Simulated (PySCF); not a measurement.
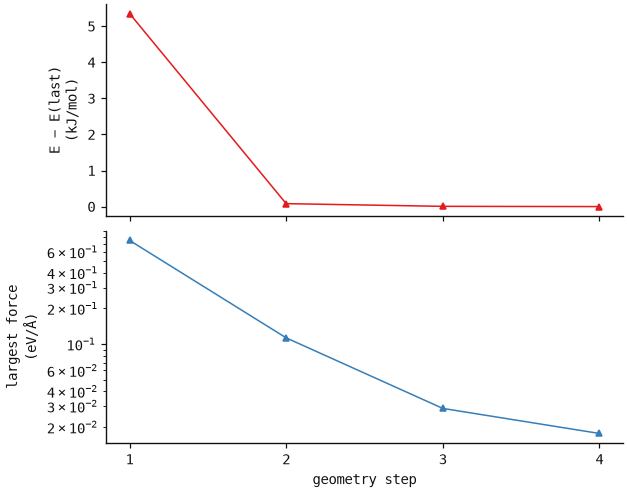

History of a geometry optimisation.

- system: 1-ethyl-1-cyclopentene (SMILES CCC1=CCCC1)
- method: PBE0-D3(BJ)/def2-SVP, geometry optimisation in PySCF 2.14.0, density fitting

How did the optimisation end?

The optimisation met its thresholds at geometry 4, counting the start as the first. The energy fell by about 5.4 kJ/mol from the first step to the last. The largest force goes from about 0.75 eV/Å at the start to 0.018 eV/Å at the end.
